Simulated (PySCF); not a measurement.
**FeOOH: one geometry, several methods**

How much do the numbers for FeOOH (sextet) hang on the method? All levels run at one geometry, the PBE0 minimum.

Computed with PySCF 2.14.0. Level: several methods, basis Fe def2-SVP, O def2-SVP, H def2-SVP, no relativity, density fitting.

### Step 1. Starting geometry

4 atoms, charge 0, spin multiplicity 6.

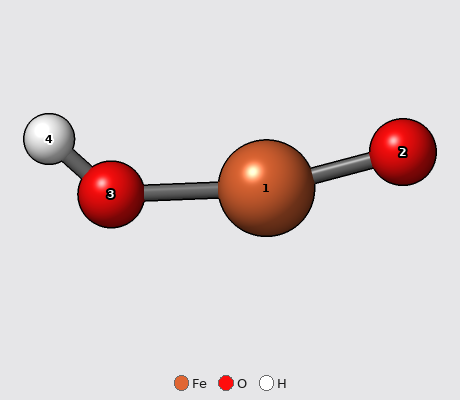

The starting geometry (iron orange, oxygen red, hydrogen white); atoms are numbered from 1 in the order of the file.

Z-matrix (Å, degrees; charge 0 multiplicity 6):
```
Fe
O  1 1.6249
O  1 1.7857 2 167.48
H  3 0.9579 1 135.80 2 0.00
```

### Step 2. Real-space pictures of the lowest minimum

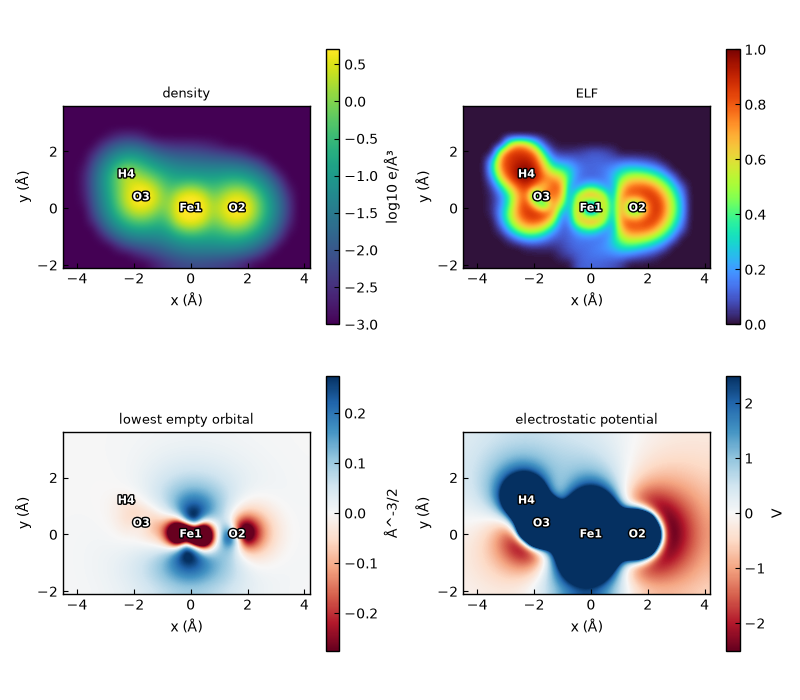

The plane holds Fe1 at (0.00, 0.00), O2 at (1.62, 0.00), O3 at (-1.74, 0.39), H4 at (-2.27, 1.19) Å. ELF is set to 0 where the density is under 0.005 e/Å³; an orbital's overall sign is arbitrary. The potential's colours end at ±2.5 V.

Along Fe1–O2 (1.625 Å) the density is least, 1.52 e/Å³, about 0.81 Å from Fe1; ELF there is 0.21.

Making the fields took 0.8 s on 2 threads of Arm Neoverse V2, shared host.

### Step 3. PBE0

One driver script runs all steps and calls PySCF; scf.py shows the equivalent input of each level. Each SCF starts from the density of the minimum. The driver also runs the species with one electron less or more at the same geometry; their logs are not shown.

Contents of scf.py:

```python
from pyscf import gto, scf, dft
mol = gto.M(atom='''
Fe     0.055575    -0.042754    -0.051900
O      1.679599    -0.017948    -0.004144
O     -1.699299     0.174941     0.196684
H     -2.250697     0.672489     0.801678''',
    basis={'Fe': 'def2-SVP', 'O': 'def2-SVP', 'H': 'def2-SVP'},
    charge=0, spin=5)
mf = dft.UKS(mol, xc='PBE0')
mf.grids.atom_grid = (75, 302)
aux = {'Fe': 'def2-universal-JKFIT', 'O': 'def2-universal-JKFIT', 'H': 'def2-universal-JKFIT'}
mf = mf.density_fit(auxbasis=aux)
mf.conv_tol = 1e-08
mf.diis_space = 10
mf.max_cycle = 60
mf.verbose = 4
mf.kernel()
```

On the command line:

```
$ OMP_NUM_THREADS=2 python axn.py task.json out
```

Output:

```text
init E= -1414.05805314116
[... the frontier-level lines of each cycle are left out ...]
cycle= 1 E= -1414.05805313709  delta_E= 4.07e-09  |g|= 0.000108  |ddm|= 8.07e-05
cycle= 2 E= -1414.05805305961  delta_E= 7.75e-08  |g|= 0.000464  |ddm|= 0.000328
cycle= 3 E= -1414.05805314151  delta_E= -8.19e-08  |g|= 1.84e-05  |ddm|= 0.000264
cycle= 4 E= -1414.05805314165  delta_E= -1.46e-10  |g|= 2.76e-06  |ddm|= 1.31e-05
Extra cycle  E= -1414.05805314169  delta_E= -3.91e-11  |g|= 2.5e-06  |ddm|= 9.59e-06
converged SCF energy = -1414.05805314169  <S^2> = 8.7691577  2S+1 = 6.0063825
```

This level, with the species of one electron less or more, took 2.1 s.

| Property | Result |
| --- | --- |
| energy | -1414.058053 Eh |
| one electron less (charge +1) | -1413.692145 Eh (quintet, ⟨S²⟩ 6.70) |
| one electron more (charge -1) | -1414.093655 Eh (quintet, ⟨S²⟩ 6.11) |
| Mulliken charge of Fe1 | +0.97 e |

### Step 4. HF

scf.py: that of step 3 with these lines changed.

```diff
@@ -9,2 +9 @@
-mf = dft.UKS(mol, xc='PBE0')
-mf.grids.atom_grid = (75, 302)
+mf = scf.UHF(mol)
```

Output:

```text
init E= -1412.32329140501
[... the frontier-level lines of each cycle are left out ...]
cycle= 1 E= -1412.36476207725  delta_E= -0.0415  |g|= 0.157  |ddm|= 0.313
cycle= 2 E= -1412.37299577766  delta_E= -0.00823  |g|= 0.128  |ddm|= 0.185
cycle= 3 E= -1412.38117702761  delta_E= -0.00818  |g|= 0.0554  |ddm|= 0.111
cycle= 4 E= -1412.38450473253  delta_E= -0.00333  |g|= 0.0175  |ddm|= 0.0953
cycle= 5 E= -1412.38500135146  delta_E= -0.000497  |g|= 0.00686  |ddm|= 0.0389
cycle= 6 E= -1412.38512115648  delta_E= -0.00012  |g|= 0.00456  |ddm|= 0.0191
cycle= 7 E= -1412.38516082951  delta_E= -3.97e-05  |g|= 0.00359  |ddm|= 0.00737
cycle= 8 E= -1412.38521899589  delta_E= -5.82e-05  |g|= 0.00333  |ddm|= 0.0105
cycle= 9 E= -1412.38524559038  delta_E= -2.66e-05  |g|= 0.00341  |ddm|= 0.00449
cycle= 10 E= -1412.3851384385  delta_E= 0.000107  |g|= 0.00282  |ddm|= 0.0207
cycle= 11 E= -1412.38508129397  delta_E= 5.71e-05  |g|= 0.00161  |ddm|= 0.026
cycle= 12 E= -1412.3850765961  delta_E= 4.7e-06  |g|= 0.000828  |ddm|= 0.0173
cycle= 13 E= -1412.38507876198  delta_E= -2.17e-06  |g|= 0.000451  |ddm|= 0.006
cycle= 14 E= -1412.38507989418  delta_E= -1.13e-06  |g|= 0.000283  |ddm|= 0.00273
cycle= 15 E= -1412.38508044341  delta_E= -5.49e-07  |g|= 0.000175  |ddm|= 0.00168
cycle= 16 E= -1412.38508065784  delta_E= -2.14e-07  |g|= 0.000132  |ddm|= 0.00118
cycle= 17 E= -1412.385080722  delta_E= -6.42e-08  |g|= 7.76e-05  |ddm|= 0.000604
cycle= 18 E= -1412.38508075341  delta_E= -3.14e-08  |g|= 4.19e-05  |ddm|= 0.000633
cycle= 19 E= -1412.38508075735  delta_E= -3.94e-09  |g|= 1.6e-05  |ddm|= 0.000171
Extra cycle  E= -1412.38508075769  delta_E= -3.45e-10  |g|= 1.17e-05  |ddm|= 2.8e-05
converged SCF energy = -1412.38508075769  <S^2> = 8.8151601  2S+1 = 6.0216809
```

This level, with the species of one electron less or more, took 1.2 s.

```
energy                        : -1412.385081 Eh
one electron less (charge +1) : -1412.091000 Eh (quintet, ⟨S²⟩ 6.94)
one electron more (charge -1) : -1412.397822 Eh (quintet, ⟨S²⟩ 6.40)
Mulliken charge of Fe1        : +1.40 e
```

### Step 5. PBE

scf.py: that of step 4 with these lines changed.

```diff
@@ -9 +9,2 @@
-mf = scf.UHF(mol)
+mf = dft.UKS(mol, xc='PBE')
+mf.grids.atom_grid = (75, 302)
```

Output:

```text
init E= -1414.06221182075
[... the frontier-level lines of each cycle are left out ...]
cycle= 1 E= -1414.01213603636  delta_E= 0.0501  |g|= 0.396  |ddm|= 0.446
cycle= 2 E= -1412.95660916436  delta_E= 1.06  |g|= 1.56  |ddm|= 1.25
cycle= 3 E= -1414.05503872528  delta_E= -1.1  |g|= 0.189  |ddm|= 1.09
cycle= 4 E= -1414.03810253923  delta_E= 0.0169  |g|= 0.262  |ddm|= 0.349
cycle= 5 E= -1414.07007634017  delta_E= -0.032  |g|= 0.031  |ddm|= 0.229
cycle= 6 E= -1414.07045120116  delta_E= -0.000375  |g|= 0.011  |ddm|= 0.0331
cycle= 7 E= -1414.07049142474  delta_E= -4.02e-05  |g|= 0.00543  |ddm|= 0.012
cycle= 8 E= -1414.07050105607  delta_E= -9.63e-06  |g|= 0.00205  |ddm|= 0.00252
cycle= 9 E= -1414.07050232867  delta_E= -1.27e-06  |g|= 0.000869  |ddm|= 0.000739
cycle= 10 E= -1414.07050260175  delta_E= -2.73e-07  |g|= 0.000122  |ddm|= 0.000456
cycle= 11 E= -1414.07050260793  delta_E= -6.19e-09  |g|= 4.43e-06  |ddm|= 8.38e-05
Extra cycle  E= -1414.07050260782  delta_E= 1.08e-10  |g|= 1.71e-05  |ddm|= 1.29e-05
converged SCF energy = -1414.07050260782  <S^2> = 8.7583028  2S+1 = 6.002767
```

This level, with the species of one electron less or more, took 11 s.

| Quantity | Value |
| --- | --- |
| energy | -1414.070503 Eh |
| one electron less (charge +1) | -1413.719300 Eh (quintet, ⟨S²⟩ 6.12) |
| one electron more (charge -1) | -1414.105062 Eh (quintet, ⟨S²⟩ 6.05) |
| Mulliken charge of Fe1 | +0.80 e |

### Step 6. B3LYP

scf.py: that of step 5 with these lines changed.

```diff
@@ -9 +9 @@
-mf = dft.UKS(mol, xc='PBE')
+mf = dft.UKS(mol, xc='B3LYP')
```

Output:

```text
init E= -1414.4726805297
[... the frontier-level lines of each cycle are left out ...]
cycle= 1 E= -1414.47348280247  delta_E= -0.000802  |g|= 0.0243  |ddm|= 0.0705
cycle= 2 E= -1414.47130008052  delta_E= 0.00218  |g|= 0.0798  |ddm|= 0.061
cycle= 3 E= -1414.47352251378  delta_E= -0.00222  |g|= 0.0244  |ddm|= 0.0552
cycle= 4 E= -1414.47374462716  delta_E= -0.000222  |g|= 0.00253  |ddm|= 0.0147
cycle= 5 E= -1414.47374989446  delta_E= -5.27e-06  |g|= 0.00168  |ddm|= 0.00483
cycle= 6 E= -1414.47375136936  delta_E= -1.47e-06  |g|= 0.000931  |ddm|= 0.00209
cycle= 7 E= -1414.47375209087  delta_E= -7.22e-07  |g|= 0.000292  |ddm|= 0.0017
cycle= 8 E= -1414.47375224863  delta_E= -1.58e-07  |g|= 0.000211  |ddm|= 0.00107
cycle= 9 E= -1414.47375228477  delta_E= -3.61e-08  |g|= 2.19e-05  |ddm|= 0.000474
cycle= 10 E= -1414.47375228623  delta_E= -1.46e-09  |g|= 9.01e-06  |ddm|= 0.000116
Extra cycle  E= -1414.47375228608  delta_E= 1.58e-10  |g|= 2.92e-05  |ddm|= 2.76e-05
converged SCF energy = -1414.47375228608  <S^2> = 8.7677587  2S+1 = 6.0059167
```

This level, with the species of one electron less or more, took 4.7 s on 2 threads of Arm Neoverse V2, shared host.

| Property | Result |
| --- | --- |
| energy | -1414.473752 Eh |
| one electron less (charge +1) | -1414.107077 Eh (quintet, ⟨S²⟩ 6.62) |
| one electron more (charge -1) | -1414.515159 Eh (quintet, ⟨S²⟩ 6.09) |
| Mulliken charge of Fe1 | +0.91 e |

### Step 7. r2SCAN

scf.py: that of step 6 with these lines changed.

```diff
@@ -9,2 +9,2 @@
-mf = dft.UKS(mol, xc='B3LYP')
-mf.grids.atom_grid = (75, 302)
+mf = dft.UKS(mol, xc='R2SCAN')
+mf.grids.atom_grid = (90, 434)
```

Output:

```text
init E= -1414.3702267669
[... the frontier-level lines of each cycle are left out ...]
cycle= 1 E= -1414.36984696695  delta_E= 0.00038  |g|= 0.0801  |ddm|= 0.145
cycle= 2 E= -1414.29852225763  delta_E= 0.0713  |g|= 0.428  |ddm|= 0.296
cycle= 3 E= -1414.3705932356  delta_E= -0.0721  |g|= 0.063  |ddm|= 0.27
cycle= 4 E= -1414.37234195783  delta_E= -0.00175  |g|= 0.0098  |ddm|= 0.0457
cycle= 5 E= -1414.37237236878  delta_E= -3.04e-05  |g|= 0.00454  |ddm|= 0.00636
cycle= 6 E= -1414.37238117966  delta_E= -8.81e-06  |g|= 0.000726  |ddm|= 0.00409
cycle= 7 E= -1414.37238145159  delta_E= -2.72e-07  |g|= 0.000529  |ddm|= 0.00107
cycle= 8 E= -1414.37238156847  delta_E= -1.17e-07  |g|= 0.000177  |ddm|= 0.00054
cycle= 9 E= -1414.37238158109  delta_E= -1.26e-08  |g|= 1.04e-05  |ddm|= 0.000137
cycle= 10 E= -1414.37238158116  delta_E= -6.68e-11  |g|= 7.39e-06  |ddm|= 1.75e-05
Extra cycle  E= -1414.37238158036  delta_E= 7.94e-10  |g|= 4.64e-05  |ddm|= 3.12e-05
converged SCF energy = -1414.37238158036  <S^2> = 8.7636503  2S+1 = 6.0045484
```

This level, with the species of one electron less or more, took 15 s.

* energy: -1414.372382 Eh
* one electron less (charge +1): -1414.011060 Eh (quintet, ⟨S²⟩ 6.52)
* one electron more (charge -1): -1414.401597 Eh (quintet, ⟨S²⟩ 6.12)
* Mulliken charge of Fe1: +0.93 e

### Step 8. TPSSh

scf.py: that of step 7 with these lines changed.

```diff
@@ -9 +9 @@
-mf = dft.UKS(mol, xc='R2SCAN')
+mf = dft.UKS(mol, xc='TPSSH')
```

Output:

```text
init E= -1414.46510645086
[... the frontier-level lines of each cycle are left out ...]
cycle= 1 E= -1414.46589162149  delta_E= -0.000785  |g|= 0.0494  |ddm|= 0.0978
cycle= 2 E= -1414.44239137545  delta_E= 0.0235  |g|= 0.251  |ddm|= 0.168
cycle= 3 E= -1414.4665993139  delta_E= -0.0242  |g|= 0.0237  |ddm|= 0.149
cycle= 4 E= -1414.46682961194  delta_E= -0.00023  |g|= 0.00604  |ddm|= 0.0183
cycle= 5 E= -1414.46684166605  delta_E= -1.21e-05  |g|= 0.00259  |ddm|= 0.0038
cycle= 6 E= -1414.46684426489  delta_E= -2.6e-06  |g|= 0.000755  |ddm|= 0.00196
cycle= 7 E= -1414.46684455165  delta_E= -2.87e-07  |g|= 0.00013  |ddm|= 0.000748
cycle= 8 E= -1414.46684457891  delta_E= -2.73e-08  |g|= 0.000169  |ddm|= 0.000487
cycle= 9 E= -1414.46684459389  delta_E= -1.5e-08  |g|= 1.67e-05  |ddm|= 0.000214
cycle= 10 E= -1414.4668445944  delta_E= -5.05e-10  |g|= 1.07e-05  |ddm|= 6.24e-05
Extra cycle  E= -1414.46684459326  delta_E= 1.14e-09  |g|= 5.76e-05  |ddm|= 4.09e-05
converged SCF energy = -1414.46684459326  <S^2> = 8.7635439  2S+1 = 6.0045129
```

This level, with the species of one electron less or more, took 14 s.

* energy: -1414.466845 Eh
* one electron less (charge +1): -1414.107929 Eh (quintet, ⟨S²⟩ 6.53)
* one electron more (charge -1): -1414.496787 Eh (quintet, ⟨S²⟩ 6.08)
* Mulliken charge of Fe1: +0.92 e

### Step 9. CAM-B3LYP

scf.py: that of step 8 with these lines changed.

```diff
@@ -9,2 +9,2 @@
-mf = dft.UKS(mol, xc='TPSSH')
-mf.grids.atom_grid = (90, 434)
+mf = dft.UKS(mol, xc='CAMB3LYP')
+mf.grids.atom_grid = (75, 302)
```

Output:

```text
init E= -1414.45678774374
[... the frontier-level lines of each cycle are left out ...]
cycle= 1 E= -1414.45736093409  delta_E= -0.000573  |g|= 0.0274  |ddm|= 0.0622
cycle= 2 E= -1414.45574649821  delta_E= 0.00161  |g|= 0.0741  |ddm|= 0.0541
cycle= 3 E= -1414.4576424754  delta_E= -0.0019  |g|= 0.0103  |ddm|= 0.0415
cycle= 4 E= -1414.45768399948  delta_E= -4.15e-05  |g|= 0.00297  |ddm|= 0.00753
cycle= 5 E= -1414.45769056996  delta_E= -6.57e-06  |g|= 0.00164  |ddm|= 0.005
cycle= 6 E= -1414.45769267647  delta_E= -2.11e-06  |g|= 0.000666  |ddm|= 0.00263
cycle= 7 E= -1414.45769315694  delta_E= -4.8e-07  |g|= 0.000181  |ddm|= 0.00159
cycle= 8 E= -1414.45769321853  delta_E= -6.16e-08  |g|= 6.95e-05  |ddm|= 0.000436
cycle= 9 E= -1414.45769325127  delta_E= -3.27e-08  |g|= 4.31e-05  |ddm|= 0.00036
cycle= 10 E= -1414.45769326763  delta_E= -1.64e-08  |g|= 2.76e-05  |ddm|= 0.000285
cycle= 11 E= -1414.45769327607  delta_E= -8.45e-09  |g|= 1.34e-05  |ddm|= 0.000281
Extra cycle  E= -1414.45769327682  delta_E= -7.53e-10  |g|= 1.21e-05  |ddm|= 3.8e-05
converged SCF energy = -1414.45769327682  <S^2> = 8.7695847  2S+1 = 6.0065247
```

This level, with the species of one electron less or more, took 6.3 s.

| Property | Result |
| --- | --- |
| energy | -1414.457693 Eh |
| one electron less (charge +1) | -1414.087726 Eh (quintet, ⟨S²⟩ 6.71) |
| one electron more (charge -1) | -1414.501630 Eh (quintet, ⟨S²⟩ 6.08) |
| Mulliken charge of Fe1 | +0.93 e |

### Step 10. HSE06

scf.py: that of step 9 with these lines changed.

```diff
@@ -9 +9 @@
-mf = dft.UKS(mol, xc='CAMB3LYP')
+mf = dft.UKS(mol, xc='HSE06')
```

Output:

```text
init E= -1414.08691454018
[... the frontier-level lines of each cycle are left out ...]
cycle= 1 E= -1414.08690595138  delta_E= 8.59e-06  |g|= 0.0119  |ddm|= 0.0178
cycle= 2 E= -1414.08577846728  delta_E= 0.00113  |g|= 0.056  |ddm|= 0.0373
cycle= 3 E= -1414.08695154078  delta_E= -0.00117  |g|= 0.00456  |ddm|= 0.0323
cycle= 4 E= -1414.08695998926  delta_E= -8.45e-06  |g|= 0.000804  |ddm|= 0.00394
cycle= 5 E= -1414.086960267  delta_E= -2.78e-07  |g|= 0.000412  |ddm|= 0.000831
cycle= 6 E= -1414.08696034431  delta_E= -7.73e-08  |g|= 0.000198  |ddm|= 0.000312
cycle= 7 E= -1414.08696036124  delta_E= -1.69e-08  |g|= 3.91e-05  |ddm|= 0.000178
cycle= 8 E= -1414.08696036232  delta_E= -1.08e-09  |g|= 7.81e-06  |ddm|= 5.26e-05
Extra cycle  E= -1414.08696036251  delta_E= -1.95e-10  |g|= 6.41e-06  |ddm|= 2.65e-05
converged SCF energy = -1414.08696036251  <S^2> = 8.7688192  2S+1 = 6.0062698
```

This level, with the species of one electron less or more, took 7.6 s on 2 threads of Arm Neoverse V2, shared host.

* energy: -1414.086960 Eh
* one electron less (charge +1): -1413.721249 Eh (quintet, ⟨S²⟩ 6.69)
* one electron more (charge -1): -1414.123340 Eh (quintet, ⟨S²⟩ 6.10)
* Mulliken charge of Fe1: +0.96 e

### Step 11. Comparison of the levels

| level | atomisation energy (kJ/mol) | vertical ionisation energy (eV) | vertical electron affinity (eV) | −ε(HOMO) (eV) | gap (eV) | dipole (D) | wall time |
| --- | --- | --- | --- | --- | --- | --- | --- |
| PBE0 | 1178 | 9.96 | 0.97 | 7.54 | 4.51 | 2.28 | 2.1 s |
| HF | 486 | 8.00 | 0.35 | 10.03 | 10.26 | 3.53 | 1.2 s |
| PBE | 1367 | 9.56 | 0.94 | 5.36 | 0.17 | 2.26 | 11 s |
| B3LYP | 1190 | 9.98 | 1.13 | 7.13 | 3.55 | 2.23 | 4.7 s |
| r2SCAN | – | 9.83 | 0.80 | 5.98 | 1.20 | 2.37 | 15 s |
| TPSSh | 1232 | 9.77 | 0.81 | 6.37 | 2.20 | 2.26 | 14 s |
| CAM-B3LYP | 1189 | 10.07 | 1.20 | 8.98 | 6.75 | 2.18 | 6.3 s |
| HSE06 | – | 9.95 | 0.99 | 7.13 | 3.69 | 2.27 | 7.6 s |

Times are for 2 threads of Arm Neoverse V2, shared host; PBE0 starts from its own converged density, so its time is not comparable. A dash stands where a species or a free atom was not run at that level, or the quantity is not defined.

Atomisation goes to high-spin atoms in their ground configurations, run at the same level, without zero-point energy.

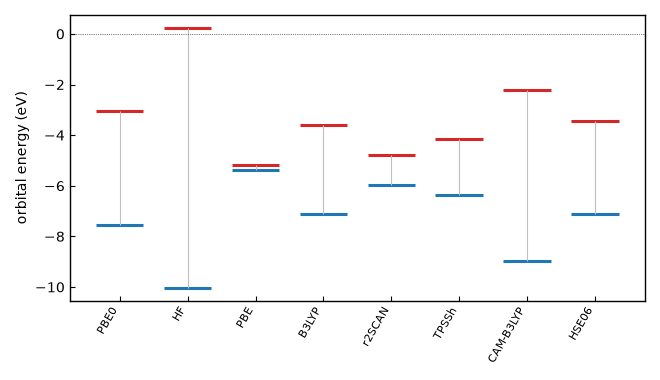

Highest occupied (blue) and lowest empty (red) levels by method.

### Step 12. Summary of results

```
                         quantity                              value
        atomisation energy, range      486 (HF) to 1367 (PBE) kJ/mol
vertical ionisation energy, range  8.00 (HF) to 10.07 (CAM-B3LYP) eV
vertical electron affinity, range   0.35 (HF) to 1.20 (CAM-B3LYP) eV
               orbital gap, range        0.17 (PBE) to 10.26 (HF) eV
```

**Reading.** The atomisation energy spreads over 880 kJ/mol, from HF to PBE; without a CCSD(T) value for it there is no yardstick here. Spin contamination is strong in at least one of the open-shell species at PBE0, HF, B3LYP, r2SCAN, TPSSh, CAM-B3LYP, HSE06. Without diffuse functions electron affinities tend to come out too low. Open d and f shells are described by one determinant, and the ground state may have another occupation or spin.
